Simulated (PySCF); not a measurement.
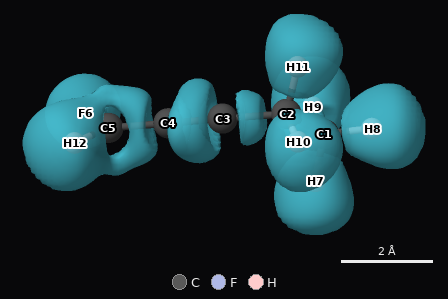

C5H6F (doublet). Isosurface of the electron localisation function at 0.75 (cyan), seen from one side. Only the valence region is drawn (cores and ρ < 0.01 e/Å³ removed).

Geometry: GFN2-xTB.

Method: UKS B3LYP, pcH-1 on C F H, non-relativistic, mean-field spin-orbit, GIAO (PySCF).

| atom | x (Å) | y (Å) | z (Å) |
| --- | --- | --- | --- |
| C | -1.9020 | 0.4968 | 0.1126 |
| C | -1.0284 | -0.6883 | -0.3086 |
| C | 0.3737 | -0.4024 | -0.1317 |
| C | 1.5596 | -0.1644 | 0.0365 |
| C | 2.8730 | 0.1181 | 0.2086 |
| F | 3.3616 | 1.3420 | -0.0782 |
| H | -1.7634 | 0.7128 | 1.1694 |
| H | -2.9502 | 0.2663 | -0.0631 |
| H | -1.6385 | 1.3849 | -0.4571 |
| H | -1.2873 | -1.5725 | 0.2823 |
| H | -1.2152 | -0.9227 | -1.3631 |
| H | 3.6183 | -0.5712 | 0.5665 |

Describe the localisation domains.

At this value the surface marks out three regions between bonded C–C atoms (shared pairs), six regions around hydrogen nuclei and one region on F in which the atom's valence shell and bonds are merged. Along the contacts the grid gives the following. C–C (1.22 Å): the ELF peaks at about 0.85 between the atoms; a multiple bond. C–F (1.35 Å): the ELF peaks at about 0.85 between the atoms (a shared but strongly polarised pair).
